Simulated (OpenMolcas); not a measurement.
# SiH2O (oxosilane): a first try and a second

Aim: a single-point energy of SiH2O (oxosilane) at ACPF/jul-cc-pV(D+d)Z.

Program for the calculation: OpenMolcas 26.06.

### Step 1. The system as given

SiH2O has 4 atoms, charge 0, and is taken as a singlet. As SMILES, `O=[SiH2]`. The shape is that of a PBE0-D4/def2-TZVP optimisation.

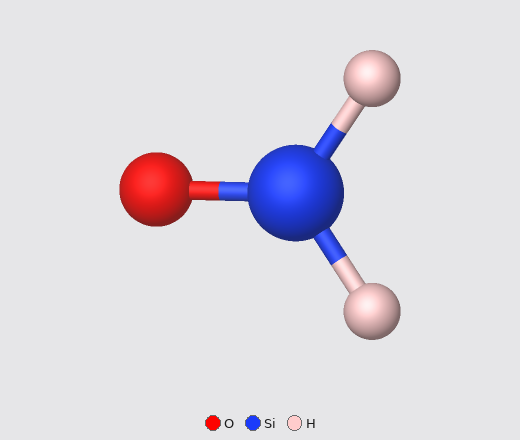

Viewed from a chosen angle; oxygen red, silicon blue, hydrogen pink.

### Step 2. First attempt

Contents of test.input:

```
* H2OSi ACPF
>>> EXPORT MOLCAS_PRINT=2
&GATEWAY
BASLIB = $CurrDir
COORD
5
bohr
O     -0.53517044     0.78140175     2.77695254
Si    -0.01266117     0.01851932     0.06595144
H      0.83129052    -2.54357136    -0.71091497
H     -0.28345892     1.74365030    -2.13217799
BASIS = jul-cc-pVDpdZ
GROUP = NoSym
&SEWARD
&SCF
PRORBITALS = 1 1
&MOTRA
FROZEN = 6
&GUGA
ELECTRONS = 12
SPIN = 1
INACTIVE = 6
ACTIVE = 0
CIALL = 1
&CPF
ACPF
```

On the command line:

```
$ export MOLCAS_MEM=1860
$ pymolcas test.input > test.log
```

The log of the run:

```text
--- Start Module: gateway ---

                                              &GATEWAY

                       available to each process: 1.9 GB of memory, 1 thread

 Error reading geometry
--- Stop Module: gateway /rc=_RC_INPUT_ERROR_ ---

.####################.
.# User input error #.
.####################.

    Timing: Wall=0.03 User=0.02 System=0.01
```

Wall time 0.24 s (1 thread of Arm Neoverse V1, shared host).

### Step 3. Diagnosis

The input was rejected.

The log says `Error reading geometry`. Cause: an atom count or index doesn't match the structure.

### Step 4. The mended input

Contents of test.inp:

```
&GATEWAY
BasLib = $CurrDir
Coord
4
bohr
O     -0.53517044     0.78140175     2.77695254
Si    -0.01266117     0.01851932     0.06595144
H      0.83129052    -2.54357136    -0.71091497
H     -0.28345892     1.74365030    -2.13217799
Basis = jul-cc-pVDpdZ
Group = NoSym
&SEWARD
&SCF
PrOrbitals = 1 2
&MOTRA
Frozen = 6
&GUGA
Electrons = 12
Spin = 1
Inactive = 6
Active = 0
CIAll = 1
&CPF
ACPF
```

The basis set jul-cc-pV(D+d)Z is read from a file made from the Basis Set Exchange's data (not shown).

On the command line:

```
$ export MOLCAS_MEM=1860
$ pymolcas test.inp > test.log
```

The log of the run:

```text
--- Start Module: gateway ---
[...]
--- Stop Module: gateway /rc=_RC_ALL_IS_WELL_ ---
[...]
      Basis functions           65
[...]
       Convergence after  12 Iterations
[...]
::    Total SCF energy                               -364.9526221417
[...]
      Total spin, S                                     0.0000000000
[...]
      *** WARNING: Default frozen orbitals is overwritten by user input.
      *** Default values:   3
[...]
--- Start Module: guga ---
[...]
--- Stop Module: guga /rc=_RC_ALL_IS_WELL_ ---
--- Start Module: cpf ---
[...]
      Active orbitals                            0       0
[...]
      Spin quantum number                      0.0
[...]
     FINAL ACPF ENERGY        -365.27522783
     FINAL CORRELATION ENERGY   -0.32260569  REFERENCE ENERGY    -364.95262214
[...]
      Title:  ACPF natural orbitals
[...]
      Total electronic charge=   24.000000
      Total            charge=    0.000000
[...]
      Dipole Moment (debye):
      Origin of the operator (angstrom)=   -0.0962    0.1405    0.4994
                   X=  6.0057E-01               Y= -8.7690E-01               Z= -3.1156E+00           Total=  3.2919E+00
      Quadrupole Moment (debye*angstrom):
[...]
--- Stop Module: cpf /rc=_RC_ALL_IS_WELL_ ---
[...]
```

It took 5.1 s on 1 thread of Arm Neoverse V1, shared host; peak memory 0.4 GiB.

### Step 5. Results

Level: ACPF/jul-cc-pV(D+d)Z.

| quantity | value |
| --- | --- |
| total energy | -365.27523 Eh |
| dipole moment (mean-field density) | 4.43 D |
| HOMO energy (Hartree–Fock orbitals) | -12.06 eV |
| LUMO energy (Hartree–Fock orbitals) | 0.46 eV |
| HOMO–LUMO gap (Hartree–Fock orbitals) | 12.53 eV |
| correlation energy (6 core orbitals frozen) | -322.6 mEh |

Mulliken charges of the mean-field density run from -1.09 on O1 to +1.12 on Si2; they depend strongly on the basis.
